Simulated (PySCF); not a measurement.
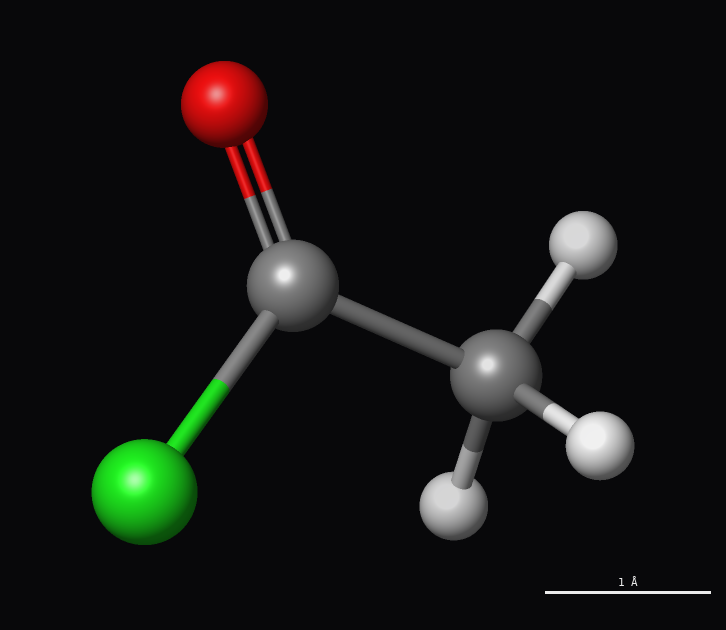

The picture shows a molecular structure as a ball-and-stick model. Double and triple bonds are drawn as two and three sticks. Colours: carbon grey, oxygen red, chlorine green, hydrogen white.

The geometry was computed by an optimisation with GFN2-xTB. No frequency run is at hand to confirm it as a minimum.

> Which formula does it have?

C₂H₃ClO, 7 atoms: 2 carbon, 3 hydrogen, 1 chlorine and 1 oxygen.

> Count the bonded pairs by element.

3 C–H, 1 C–C, 1 C–O, 1 C–Cl.

> What is its SMILES?

CC(=O)Cl

> How many atoms are distinct by symmetry?

6: 1 C, 1 C, 1 O, 1 Cl, 1 H, 2 H.

The parts below concern this one geometry. Atoms keep their numbers from picture to picture.

### Geometry

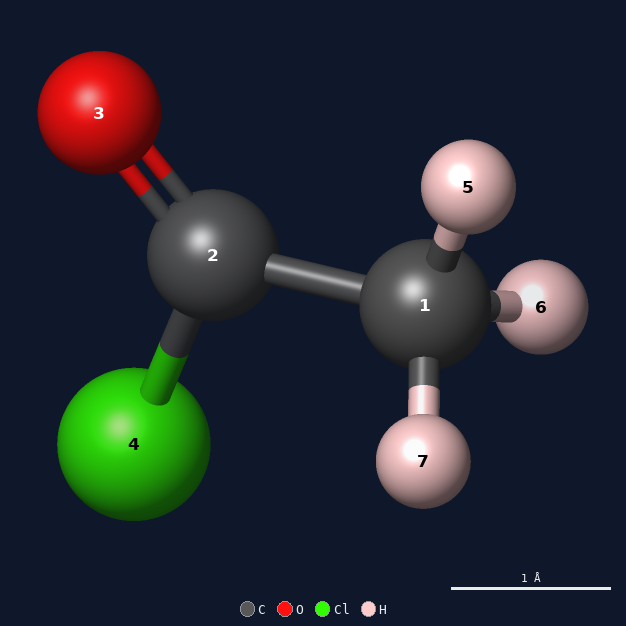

Numbered structure. No frequency run is at hand to confirm it as a minimum.

> Describe the coordination of atom 1.

C1 has 4 neighbours (C2 at 1.49, H5 at 1.09, H6 at 1.09, H7 at 1.09 Å); the arrangement is tetrahedral.

> How are the neighbours of atom 2 arranged?

C2 has 3 neighbours (C1 at 1.49, O3 at 1.18, Cl4 at 1.78 Å); the arrangement is trigonal planar.

### Dipole moment

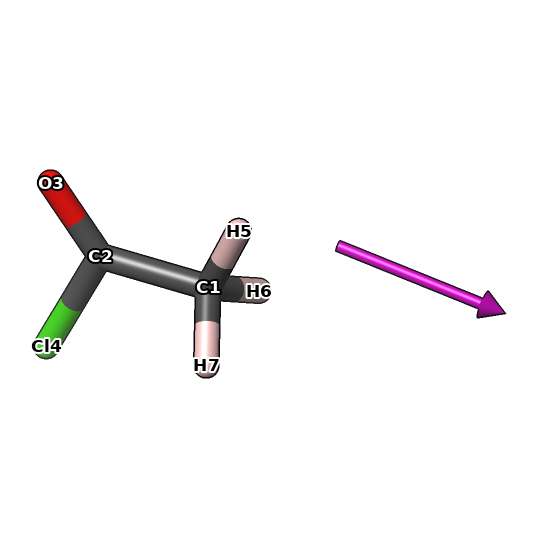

The arrow beside the molecule shows the direction of the dipole moment, from the negative to the positive end (its length means nothing). No frequency run is at hand to confirm it as a minimum. Properties computed with CAM-B3LYP/def2-SVPD, gas phase (PySCF 2.14.0).

> How large is the dipole moment?

2.88 D; it points from the side of O3 to the side of H6, H7 (the outermost atoms at the two ends).

### Core levels

No frequency run is at hand to confirm it as a minimum. Level of theory: delta-SCF UKS SCAN, pcX-2 on the ionised atom, pcseg-1 elsewhere, spin-free X2C (PySCF 2.14.0).

Give the core-electron binding energies (to vacuum; p and d levels without spin–orbit splitting) of C1 1s, C2 1s, O3 1s, Cl4 1s, Cl4 2p.

```csv
atom,level,binding energy (eV)
C1,1s,292.1
C2,1s,295.3
O3,1s,538.9
Cl4,1s,2828.9
Cl4,2p,206.9
```

### Electronic properties

No frequency run is at hand to confirm it as a minimum. Properties computed with CAM-B3LYP/def2-SVPD, gas phase (PySCF 2.14.0). Excitations: vertical, linear response.

> Estimate the LUMO energy (Kohn–Sham orbital).

0.00 eV.

> What is the HOMO energy (Kohn–Sham orbital)?

−10.10 eV.

> Estimate the mean static polarisability.

42.7 bohr³.

> Estimate the brightest of the 8 lowest singlets.

8.70 eV.
